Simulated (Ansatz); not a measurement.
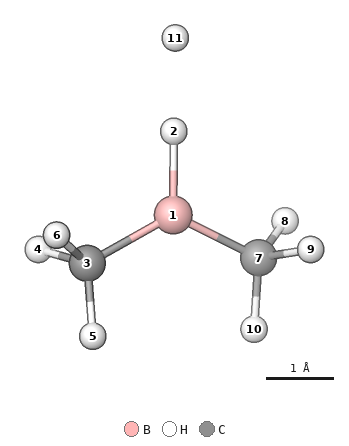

Figure 1. The structure as given in the input (ball-and-stick view, seen at a tilt; atoms are numbered from 1 in the order of the input). Bond lengths as drawn: B–C 1.55 Å, B–H 1.27 Å and C–H 1.11 Å.

# C2H8B: nudged elastic band

The run: nudged elastic band of C2H8B, multiplicity 2. Method and program: UKS LDA/6-31G* (Ansatz 0.2.0).

One setting was made poor on purpose. It belongs to a series of runs on one base structure; here: band between the two ends. Figures and captions count atoms from 1; the log counts them from 0 in places.

What the program printed
```
Engine: ansatz 0.2.0, aarch64-unknown-linux-gnu
Functional definition: SPW92
  exchange = slater_x
  correlation = pw_c
839 factors; their error is unknown
mean field evaluation 1: about -2837.7065 eV, gradient 4.7e1 eV
mean field evaluation 2: about -2823.8505 eV, gradient 6.5e1 eV
mean field evaluation 4: about -2848.0097 eV, gradient 3.0e0 eV
mean field evaluation 8: about -2848.0642 eV, gradient 2.2e-2 eV
mean field evaluation 16: about -2848.0116 eV, gradient 3.4e-5 eV
mean field -2848.01157006 eV, -104.6624947480 hartree, gradient 3.4e-5 eV, S^2 0.751054; 0 other end points of the search recorded, 0 dependent functions left out
the calculation of the forces begins
reference -2848.01159345 eV, -104.6624956077 hartree; 13, 12 occupied and 48, 49 virtual orbitals, 839 factors
839 factors; their error is unknown
mean field evaluation 32: about -2847.9278 eV, gradient 6.2e-5 eV
mean field -2847.92782933 eV, -104.6594173329 hartree, gradient 6.2e-5 eV, S^2 0.751522; 0 other end points of the search recorded, 0 dependent functions left out
[... from here on the field's lines of each further geometry are left out, up to the last ...]
NEB iter   1: max|band force component| = 1.149e0 eV/Å  barrier→ = 0.1785 eV  barrier← = 0.0947 eV  Δτ_max = 0.0612 Å  (133 SCF iters)
NEB iter   2: max|band force component| = 6.335e-1 eV/Å  barrier→ = 0.1374 eV  barrier← = 0.0536 eV  Δτ_max = 0.2000 Å  (55 SCF iters)
NEB iter   3: max|band force component| = 5.944e0 eV/Å  barrier→ = 0.4751 eV  barrier← = 0.3913 eV  Δτ_max = 0.0998 Å  (59 SCF iters)
NEB iter   4: max|band force component| = 1.297e0 eV/Å  barrier→ = 0.1267 eV  barrier← = 0.0429 eV  Δτ_max = 0.1952 Å  (56 SCF iters)
NEB iter   5: max|band force component| = 2.036e-1 eV/Å  barrier→ = 0.0927 eV  barrier← = 0.0089 eV  CI = image 2  Δτ_max = 0.2000 Å  (56 SCF iters)
NEB iter   6: max|band force component| = 3.663e-1 eV/Å  barrier→ = 0.0892 eV  barrier← = 0.0054 eV  CI = image 2  Δτ_max = 0.1006 Å  (56 SCF iters)
NEB iter   7: max|band force component| = 4.536e-1 eV/Å  barrier→ = 0.0852 eV  barrier← = 0.0015 eV  CI = image 2  Δτ_max = 0.0503 Å  (57 SCF iters)
NEB iter   8: max|band force component| = 3.204e-1 eV/Å  barrier→ = 0.0795 eV  barrier← = -0.0042 eV  CI = image 2  Δτ_max = 0.1008 Å  (58 SCF iters)
NEB iter   9: max|band force component| = 2.234e-1 eV/Å  barrier→ = 0.0696 eV  barrier← = -0.0142 eV  CI = image 2  Δτ_max = 0.1960 Å  (56 SCF iters)
NEB iter  10: max|band force component| = 1.975e-1 eV/Å  barrier→ = 0.0749 eV  barrier← = -0.0088 eV  CI = image 2  Δτ_max = 0.1001 Å  (56 SCF iters)
NEB iter  11: max|band force component| = 6.474e-1 eV/Å  barrier→ = 0.0832 eV  barrier← = -0.0005 eV  CI = image 2  Δτ_max = 0.0496 Å  (57 SCF iters)
NEB iter  12: max|band force component| = 2.550e-1 eV/Å  barrier→ = 0.0767 eV  barrier← = -0.0071 eV  CI = image 2  Δτ_max = 0.0989 Å  (58 SCF iters)
NEB iter  13: max|band force component| = 6.088e-1 eV/Å  barrier→ = 0.0860 eV  barrier← = 0.0022 eV  CI = image 1  Δτ_max = 0.2000 Å  (57 SCF iters)
NEB iter  14: max|band force component| = 5.574e-1 eV/Å  barrier→ = 0.0739 eV  barrier← = -0.0099 eV  CI = image 2  Δτ_max = 0.1930 Å  (58 SCF iters)
NEB iter  15: max|band force component| = 5.651e-1 eV/Å  barrier→ = 0.0948 eV  barrier← = 0.0110 eV  CI = image 1  Δτ_max = 0.2000 Å  (56 SCF iters)
NEB iter  16: max|band force component| = 2.699e-1 eV/Å  barrier→ = 0.0785 eV  barrier← = -0.0052 eV  CI = image 1  Δτ_max = 0.0787 Å  (60 SCF iters)
NEB iter  17: max|band force component| = 1.127e-1 eV/Å  barrier→ = 0.0736 eV  barrier← = -0.0101 eV  CI = image 1  Δτ_max = 0.1009 Å  (57 SCF iters)
NEB iter  18: max|band force component| = 3.387e-1 eV/Å  barrier→ = 0.0730 eV  barrier← = -0.0107 eV  CI = image 2  Δτ_max = 0.0501 Å  (57 SCF iters)
NEB iter  19: max|band force component| = 1.799e-1 eV/Å  barrier→ = 0.0698 eV  barrier← = -0.0139 eV  CI = image 2  Δτ_max = 0.0981 Å  (58 SCF iters)
NEB iter  20: max|band force component| = 1.597e-1 eV/Å  barrier→ = 0.0756 eV  barrier← = -0.0082 eV  CI = image 2  Δτ_max = 0.1042 Å  (58 SCF iters)
NEB iter  21: max|band force component| = 2.124e-1 eV/Å  barrier→ = 0.0793 eV  barrier← = -0.0045 eV  CI = image 2  Δτ_max = 0.0495 Å  (60 SCF iters)
NEB iter  22: max|band force component| = 1.538e-1 eV/Å  barrier→ = 0.0808 eV  barrier← = -0.0029 eV  CI = image 2  Δτ_max = 0.0500 Å  (57 SCF iters)
NEB iter  23: max|band force component| = 1.604e-1 eV/Å  barrier→ = 0.0821 eV  barrier← = -0.0017 eV  CI = image 2  Δτ_max = 0.0492 Å  (57 SCF iters)
NEB iter  24: max|band force component| = 1.575e-1 eV/Å  barrier→ = 0.0840 eV  barrier← = 0.0003 eV  CI = image 2  Δτ_max = 0.0493 Å  (55 SCF iters)
NEB iter  25: max|band force component| = 1.413e-1 eV/Å  barrier→ = 0.0826 eV  barrier← = -0.0012 eV  CI = image 2  Δτ_max = 0.0437 Å  (56 SCF iters)
NEB iter  26: max|band force component| = 9.465e-2 eV/Å  barrier→ = 0.0821 eV  barrier← = -0.0016 eV  CI = image 2  Δτ_max = 0.0494 Å  (57 SCF iters)
NEB iter  27: max|band force component| = 9.108e-2 eV/Å  barrier→ = 0.0830 eV  barrier← = -0.0007 eV  CI = image 2  Δτ_max = 0.0492 Å  (56 SCF iters)
NEB iter  28: max|band force component| = 7.235e-2 eV/Å  barrier→ = 0.0835 eV  barrier← = -0.0002 eV  CI = image 2  Δτ_max = 0.0228 Å  (58 SCF iters)
NEB iter  29: max|band force component| = 3.915e-2 eV/Å  barrier→ = 0.0833 eV  barrier← = -0.0005 eV  CI = image 2  Δτ_max = 0.0191 Å  (51 SCF iters)
the calculation of the forces begins
reference -2847.95947716 eV, -104.6605803694 hartree; 13, 12 occupied and 48, 49 virtual orbitals, 839 factors
839 factors; their error is unknown
mean field evaluation 512: about -2847.9282 eV, gradient 7.3e-4 eV
mean field -2847.92820643 eV, -104.6594311911 hartree, gradient 2.5e-5 eV, S^2 0.751521; 1 other end points of the search recorded, 0 dependent functions left out
the calculation of the forces begins
reference -2847.92822978 eV, -104.6594320492 hartree; 13, 12 occupied and 48, 49 virtual orbitals, 839 factors
NEB iter  30: max|band force component| = 3.906e-2 eV/Å  barrier→ = 0.0834 eV  barrier← = -0.0004 eV  CI = image 2  Δτ_max = 0.0000 Å  (84 SCF iters)
```

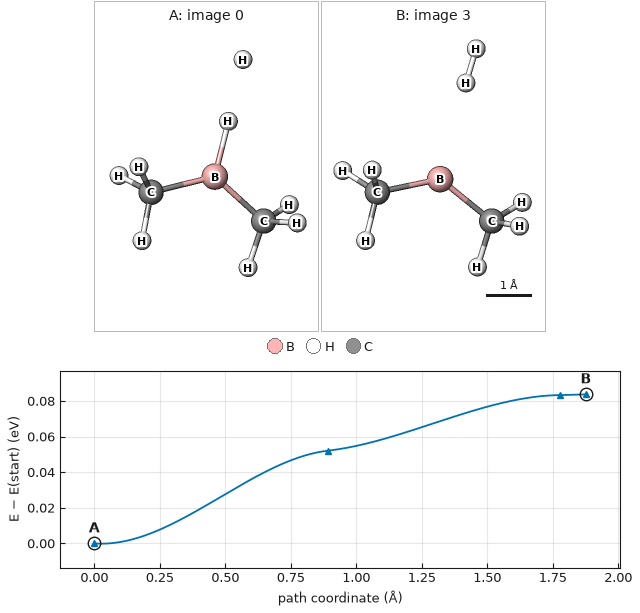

Figure 2. Images of the last band (counted from 0; ball-and-stick, seen at a tilt) above the energy along the path; the line is a cubic interpolation that uses the forces. No image lies above both ends; the end is 0.084 eV above the start. The path is 1.88 Å long. The band converged in 30 iterations.

```
Total energy: -2847.92822978 eV, -104.6594320492 hartree
Atom 0 at    -0.016738     0.076614    -0.275244 Å, force    -0.003189    -0.005952    -0.005520 eV/Å
Atom 1 at     0.020653    -0.075165     1.938105 Å, force    -0.003946     0.005803    -0.000409 eV/Å
Atom 2 at     1.401097     0.091537    -0.867036 Å, force    -0.001671     0.020278     0.021250 eV/Å
Atom 3 at     1.701845    -0.980262    -0.909346 Å, force    -0.006022    -0.002223     0.000041 eV/Å
Atom 4 at     1.467850     0.477697    -1.906590 Å, force    -0.002197    -0.003700    -0.005257 eV/Å
Atom 5 at     2.162700     0.587093    -0.237840 Å, force     0.004130    -0.003901    -0.007419 eV/Å
Atom 6 at    -1.405749    -0.000089    -0.934117 Å, force     0.012321    -0.015567    -0.005755 eV/Å
Atom 7 at    -1.967633    -0.875219    -0.550256 Å, force    -0.001478     0.004699     0.001683 eV/Å
Atom 8 at    -2.009275     0.874192    -0.614483 Å, force     0.002474     0.005708     0.001601 eV/Å
Atom 9 at    -1.409724    -0.035538    -2.045127 Å, force    -0.003788     0.001074    -0.000250 eV/Å
Atom 10 at     0.054976    -0.140961     2.730432 Å, force     0.003365    -0.006219     0.000035 eV/Å
Dipole moment:    -0.006579    -0.025910    -0.322726 e Å
this run last wrote the band of iteration 30 to [file]; this run last wrote the band within `neb.f_tol` of iteration 29 to [file]
```

The last band as extended XYZ (Å, eV, eV/Å)
```
11
Properties=species:S:1:pos:R:3:forces:R:3 image=0 energy=-2848.01157
B     0.0039   -0.0066   -0.1110   -0.0071   0.0023  -0.0069
H    -0.0033   -0.1018    1.1509    0.0010  -0.0020   0.0179
C     1.3880    0.0788   -0.7936    0.0040  -0.0046  -0.0113
H     1.8104   -0.9510   -0.7395   -0.0048   0.0151   0.0007
H     1.3727    0.3700   -1.8603    0.0044  -0.0020   0.0108
H     2.1126    0.7038   -0.2384   -0.0054  -0.0060  -0.0070
C    -1.3778   -0.0030   -0.8053   -0.0134  -0.0070   0.0042
H    -2.0579   -0.7721   -0.3898    0.0080   0.0138  -0.0117
H    -1.8633    0.9620   -0.5353    0.0104  -0.0120  -0.0067
H    -1.3599   -0.0731   -1.9087    0.0018   0.0022   0.0144
H    -0.0254   -0.2071    2.5596    0.0011   0.0003  -0.0045
11
Properties=species:S:1:pos:R:3:forces:R:3 image=1 energy=-2847.95946
B    -0.0109    0.3748   -0.1986   -0.0083   0.0316   0.0013
H    -0.0016    0.0762    1.5480   -0.0059   0.0002  -0.0218
C     1.3977    0.0906   -0.7614    0.0109  -0.0387   0.0415
H     1.5536   -1.0113   -0.7690   -0.0077   0.0124   0.0015
H     1.4662    0.4021   -1.8244   -0.0142   0.0105  -0.0002
H     2.2394    0.5365   -0.2019    0.0028  -0.0075  -0.0009
C    -1.3885    0.0599   -0.8244   -0.0056   0.0169   0.0064
H    -1.7910   -0.8538   -0.3386    0.0180  -0.0023   0.0233
H    -2.1408    0.8474   -0.6250   -0.0003  -0.0132   0.0024
H    -1.3621   -0.1372   -1.9168    0.0108  -0.0087   0.0057
H     0.0380   -0.3853    2.2406   -0.0006  -0.0013  -0.0592
11
Properties=species:S:1:pos:R:3:forces:R:3 image=2 energy=-2847.92821
B    -0.0167    0.0766   -0.2752   -0.0032  -0.0060  -0.0055
H     0.0207   -0.0752    1.9381   -0.0039   0.0058  -0.0004
C     1.4011    0.0915   -0.8670   -0.0017   0.0203   0.0213
H     1.7018   -0.9803   -0.9093   -0.0060  -0.0022   0.0000
H     1.4679    0.4777   -1.9066   -0.0022  -0.0037  -0.0053
H     2.1627    0.5871   -0.2378    0.0041  -0.0039  -0.0074
C    -1.4057   -0.0001   -0.9341    0.0123  -0.0156  -0.0058
H    -1.9676   -0.8752   -0.5503   -0.0015   0.0047   0.0017
H    -2.0093    0.8742   -0.6145    0.0025   0.0057   0.0016
H    -1.4097   -0.0355   -2.0451   -0.0038   0.0011  -0.0003
H     0.0550   -0.1410    2.7304    0.0034  -0.0062   0.0000
11
Properties=species:S:1:pos:R:3:forces:R:3 image=3 energy=-2847.92783
B    -0.0140    0.0604   -0.2739   -0.0017   0.0021  -0.0022
H     0.0200   -0.0507    1.9428   -0.0005   0.0023   0.0022
C     1.4014    0.0698   -0.8707   -0.0024   0.0088   0.0031
H     1.6859   -1.0055   -0.9339   -0.0017  -0.0029  -0.0007
H     1.4665    0.4720   -1.9045    0.0015  -0.0020   0.0009
H     2.1746    0.5430   -0.2388   -0.0005  -0.0003  -0.0007
C    -1.4049    0.0084   -0.9312    0.0036  -0.0132  -0.0031
H    -1.9602   -0.8843   -0.5786   -0.0005   0.0057  -0.0004
H    -2.0129    0.8658   -0.5766    0.0041   0.0024  -0.0002
H    -1.4124    0.0133   -2.0429   -0.0029   0.0002   0.0032
H     0.0559   -0.0924    2.7368    0.0010  -0.0032  -0.0021
```

The run was set up as follows.

Input file
```yaml
crystal:
  periodic: [false, false, false]
  atoms:
    - { symbol: B, position_ang: [0.003938, -0.00661, -0.110995] }
    - { symbol: H, position_ang: [-0.003277, -0.101842, 1.150901] }
    - { symbol: C, position_ang: [1.387992, 0.078845, -0.793603] }
    - { symbol: H, position_ang: [1.81042, -0.950981, -0.73947] }
    - { symbol: H, position_ang: [1.372725, 0.370013, -1.860331] }
    - { symbol: H, position_ang: [2.112597, 0.703769, -0.238406] }
    - { symbol: C, position_ang: [-1.377802, -0.002956, -0.805321] }
    - { symbol: H, position_ang: [-2.057918, -0.772079, -0.389843] }
    - { symbol: H, position_ang: [-1.863314, 0.961991, -0.535301] }
    - { symbol: H, position_ang: [-1.359948, -0.073141, -1.908741] }
    - { symbol: H, position_ang: [-0.025411, -0.207109, 2.559609] }
magnetization:
  spin_polarized: true
  initial_magnetization: 1
basis:
  gaussian: { orbitals: "6-31G*" }
hamiltonian:
  xc: lda
neb:
  order_check: false
  images: 2
  f_tol: 0.05
  max_iterations: 60
  climbing: true
  final_atoms:
    - { symbol: B, position_ang: [-0.01404583, 0.06042387, -0.27392395] }
    - { symbol: H, position_ang: [0.01995142, -0.05072732, 1.94284307] }
    - { symbol: C, position_ang: [1.4014062, 0.06980625, -0.87073644] }
    - { symbol: H, position_ang: [1.68588439, -1.00551122, -0.93392434] }
    - { symbol: H, position_ang: [1.46653164, 0.47201575, -1.90450457] }
    - { symbol: H, position_ang: [2.17458596, 0.54302758, -0.23879495] }
    - { symbol: C, position_ang: [-1.40485678, 0.00843285, -0.93120288] }
    - { symbol: H, position_ang: [-1.96015557, -0.88430112, -0.57864702] }
    - { symbol: H, position_ang: [-2.01287404, 0.86579717, -0.57655327] }
    - { symbol: H, position_ang: [-1.41237252, 0.0133019, -2.04285213] }
    - { symbol: H, position_ang: [0.05594713, -0.09236572, 2.73679548] }
  initial_path:
    images:
      - { positions_ang: [[0.003938, -0.00661, -0.110995], [-0.003277, -0.101842, 1.150901], [1.387992, 0.078845, -0.793603], [1.81042, -0.950981, -0.73947], [1.372725, 0.370013, -1.860331], [2.112597, 0.703769, -0.238406], [-1.377802, -0.002956, -0.805321], [-2.057918, -0.772079, -0.389843], [-1.863314, 0.961991, -0.535301], [-1.359948, -0.073141, -1.908741], [-0.025411, -0.207109, 2.559609]] }
      - { positions_ang: [[0.00110012, -0.00194601, -0.03699865], [-0.00222238, -0.03257986, 1.34363227], [1.38669402, 0.02555107, -0.79698411], [1.74706399, -1.01540991, -0.89138992], [1.29136428, 0.46055653, -1.8046379], [2.14106288, 0.59284222, -0.21730967], [-1.38270299, -0.0009736, -0.80265666], [-1.98327076, -0.87735404, -0.51100415], [-1.9472984, 0.90753892, -0.51011335], [-1.24157672, 0.00860345, -1.89723975], [-0.01021205, -0.06692875, 2.45320088]] }
      - { positions_ang: [[-0.00489448, 0.02039861, -0.0913083], [0.00552042, -0.01554163, 1.60761296], [1.39116542, 0.02253815, -0.82269526], [1.70555212, -1.03358665, -0.95620803], [1.32263316, 0.49455745, -1.81936242], [2.16172587, 0.53926175, -0.21743932], [-1.39172124, 0.00282268, -0.84461728], [-1.95068329, -0.91476142, -0.57393882], [-1.99715174, 0.87547431, -0.52386411], [-1.25905156, 0.03741775, -1.94194346], [0.01690732, -0.02868099, 2.51226304]] }
      - { positions_ang: [[-0.01404583, 0.06042387, -0.27392395], [0.01995142, -0.05072732, 1.94284307], [1.4014062, 0.06980625, -0.87073644], [1.68588439, -1.00551122, -0.93392434], [1.46653164, 0.47201575, -1.90450457], [2.17458596, 0.54302758, -0.23879495], [-1.40485678, 0.00843285, -0.93120288], [-1.96015557, -0.88430112, -0.57864702], [-2.01287404, 0.86579717, -0.57655327], [-1.41237252, 0.0133019, -2.04285213], [0.05594713, -0.09236572, 2.73679548]] }
```

Run as:
```bash
ansatz run input.yaml --threads 1 --pin off --max-ram 2048MiB --backend cpu --events-out ev --progress --plain --runs-dir out
```

Results in brief

| quantity | value |
| --- | --- |
| outcome | converged |
| barrier, forward | 0.083 eV |
| barrier, backward | 0.000 eV |
| hardware | 1 thread of Arm Neoverse V2, 24 GiB of memory available, shared host |
| wall time | 74 s |
| peak memory | 0.12 GiB |

Remarks

A deliberately poor setting: few images. The order of the saddle point was not checked.
